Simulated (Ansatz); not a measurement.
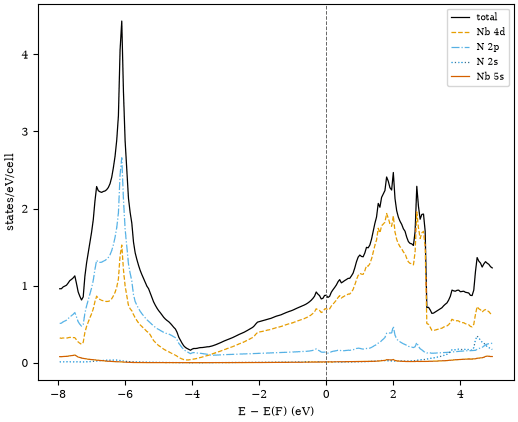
Figure: Total and projected density of states of NbN (rock salt, Fm-3m), the program Ansatz at the LDA level (PAW)

Question: Which orbitals carry the states next to the Fermi level?

Answer: Within 0.5 eV of the Fermi level: Nb 4d 79 %, N 2p 16 %. Projections are on Löwdin-orthogonalised atomic valence shells; empty p or d shells of many metals are not among them.

Question: Where is the tallest occupied peak in this window, and what makes it?

Answer: Near -6.1 eV, about 4.4 states/eV per cell; the largest projected share is N 2p.

The LDA relaxation kept the symmetry of its start; of distortions, only those at the zone centre were tested. The run is not spin-polarised. Spin–orbit coupling is left out wherever it is not named.

Potentials: the later of the program's two PAW sets.
